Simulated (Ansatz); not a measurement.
Pt: pressure series

The reference is Pt in the fcc (Cu type) structure (space group Fm-3m, No. 225; a = 3.940 Å).

Cell and atoms are relaxed at each pressure.

Level of theory: r2SCAN (Ansatz, an electronic-structure program, PAW, without spin-orbit coupling).

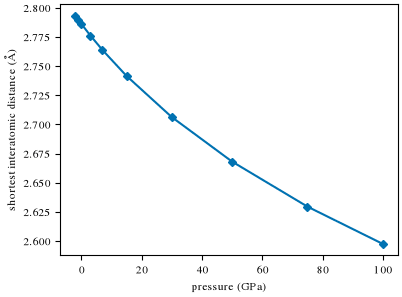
Fig. 1. Shortest interatomic distance against pressure

```json
[
 {"pressure (GPa)": "-2", "shortest interatomic distance": "5.278 bohr"},
 {"pressure (GPa)": "-1", "shortest interatomic distance": "5.272 bohr"},
 {"pressure (GPa)": "3", "shortest interatomic distance": "5.246 bohr"},
 {"pressure (GPa)": "7", "shortest interatomic distance": "5.223 bohr"},
 {"pressure (GPa)": "15", "shortest interatomic distance": "5.181 bohr"},
 {"pressure (GPa)": "30", "shortest interatomic distance": "5.114 bohr"},
 {"pressure (GPa)": "50", "shortest interatomic distance": "5.042 bohr"},
 {"pressure (GPa)": "75", "shortest interatomic distance": "4.969 bohr"},
 {"pressure (GPa)": "100", "shortest interatomic distance": "4.909 bohr"}
]
```

Load acts through the strain it causes; cell and atoms are relaxed under it. No phonon test of stability was made. Competing high-pressure phases were not computed. The final runs are not spin-polarised.
